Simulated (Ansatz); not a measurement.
System (SMILES): [Al]([F])[F], doublet.
Atoms: Al1, F2, F3. Bonds: Al1-F2, Al1-F3.

Basis-set convergence of the harmonic zero-point energy at HF with Ansatz (a program for electronic structure). Each level at its own minimum, finite differences of forces, unscaled; the reference is a large set that could be run, not a limit. Cartesian d functions, on some or all atoms, in 6-31+G*, 6-311+G**; all else is spherical. The program fits the integrals of some runs and decomposes those of others, by size. Open shells are unrestricted. No added dispersion term, no relativity. Reference: the value in aug-pcseg-2, 2.93 kcal/mol, itself unsure by roughly 0.02 kcal/mol (its mean distance from aug-cc-pV(T+d)Z, def2-TZVPPD). Deviations are taken from unrounded values.

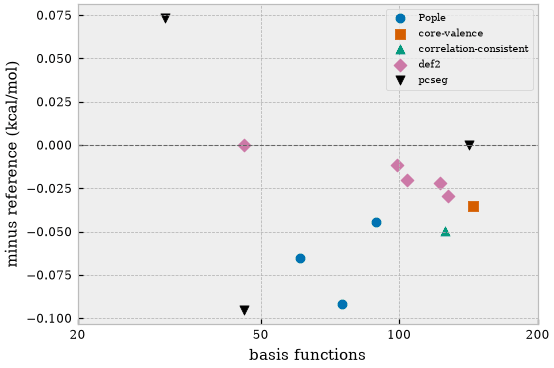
Fig. 1. Deviation from the reference against the number of basis functions, by family of sets.

```
basis            functions  harmonic zero-point energy (kcal/mol)  minus reference (kcal/mol)
---------------  ---------  -------------------------------------  --------------------------
pcseg-0                 31                                   3.00                        0.07
def2-SVP                46                                   2.93                        0.00
pcseg-1                 46                                   2.83                       -0.10
6-31+G*                 61                                   2.87                       -0.06
6-311+G**               75                                   2.84                       -0.09
6-311++G(2d,2p)         89                                   2.89                       -0.04
def2-TZVP               99                                   2.92                       -0.01
def2-TZVPP             104                                   2.91                       -0.02
def2-TZVPD             123                                   2.91                       -0.02
jun-cc-pV(T+d)Z        126                                   2.88                       -0.05
def2-TZVPPD            128                                   2.90                       -0.03
aug-pcseg-2            142                                   2.93                        0.00
cc-pCVTZ               145                                   2.89                       -0.04
```
